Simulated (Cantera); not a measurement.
Input: 1 mol Si, 23 mol HBr, 40 mol H2, equilibrated at 1.33 mbar.

Cantera equilibrium calculation (NASA polynomials, part measured and part estimated; ideal gas, pure solids and liquids). Candidate condensed phases: Br2, Si; 19 gas species. The tables' values for SiBr3, SiBr are old estimates; treat these amounts as uncertain. Kinetics and transport are ignored.

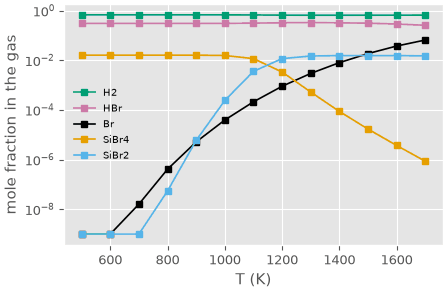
Fig. 1. Equilibrium gas composition (values under 1e-9 drawn at 1e-9)

Q: Read off the mole fractions at 1400 K.

A: H2 about 0.65, HBr about 0.32, SiBr2 about 0.015, Br about 0.0080, SiBr4 about 8.7e-5.
